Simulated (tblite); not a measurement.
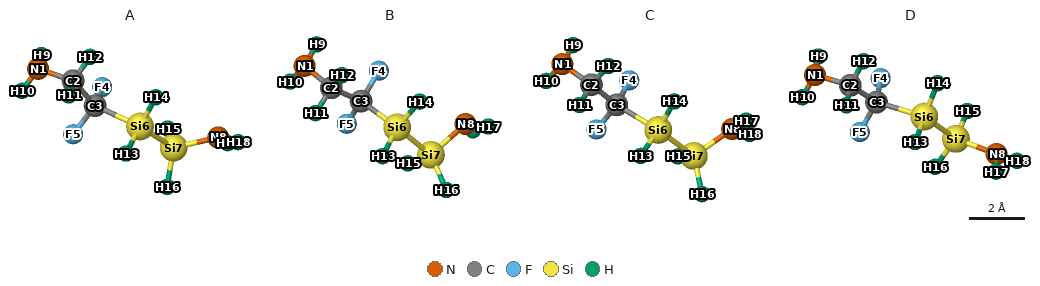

4 geometries from one relaxation of C₂H₁₀F₂N₂Si₂, in shuffled order. Style: ball-and-stick. Shown from a free direction.

These are results of tblite, GFN2-xTB geometry optimisation, gas phase, not measurements. 

> Order the frames from highest to lowest energy.

B, C, A, D. They are steps 0, 124, 184, 247, at +0.788 eV, +0.055 eV, +0.031 eV relative to the last. The atom that moves furthest after the best rigid fit is H15 (2.43 Å). Largest moves by element: H 2.43 Å, N 1.35 Å, F 0.91 Å, Si 0.83 Å, C 0.17 Å. Among the contacts that change: Si6–Si7 2.236 → 2.310 Å, C3–Si6 1.870 → 1.935 Å, N8–H17 1.067 → 1.007 Å, Si7–N8 1.781 → 1.726 Å. Bond angles that change, for instance: Si7–N8–H17 108.1° → 119.6°, Si7–Si6–H13 106.8° → 118.2°, C3–Si6–H13 113.7° → 102.2°. Groups turn about Si6–Si7 by about 100°, Si7–N8 by about 25°. After 247 geometry steps the energy has fallen by 0.788 eV. Cost: 3.3 s on 1 thread of Arm Neoverse N1 (shared host).
